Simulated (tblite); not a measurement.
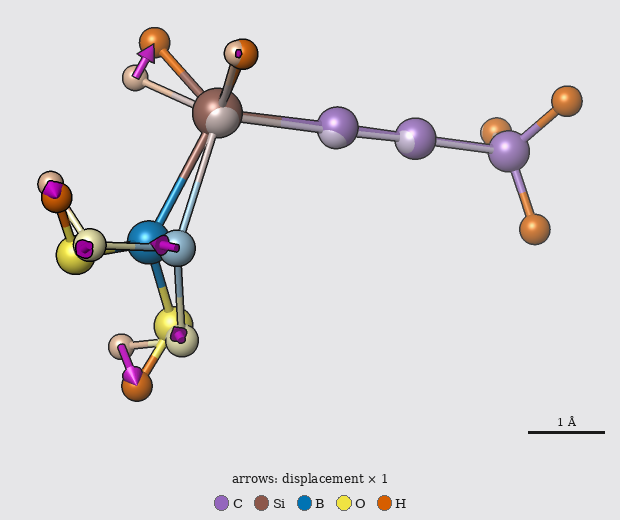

This is a relaxation of C₃H₇BO₂Si. The starting structure is drawn faded, the final one solid; purple arrows show the displacements, at their true length. The two geometries are superimposed by the best rigid fit.

A ball-and-stick model, seen at a tilt.

Theory: GFN2-xTB geometry optimisation, gas phase (tblite). 

> Which element moves most?

Hydrogen: up to 0.82 Å, against 0.51 Å for boron.

> What did the optimiser do to the structure, and how much energy did it gain?

The energy falls by 160.4 kJ/mol in 60 geometry steps. An H atom moves most after the best rigid fit: 0.82 Å. Largest moves by element: H 0.82 Å, B 0.51 Å, O 0.39 Å, Si 0.07 Å, C 0.06 Å. Among the contacts that change: B–O 1.471 → 1.349 Å, B–O 1.481 → 1.369 Å, C–C 1.496 → 1.447 Å, H–O 0.990 → 0.955 Å. Bond angles that change, for instance: B–O–H 105.5° → 117.9°, Si–B–O 114.5° → 125.0°, H–Si–H 112.6° → 103.9°. The run took 0.57 s on 1 thread of Arm Neoverse N1, on a shared host.
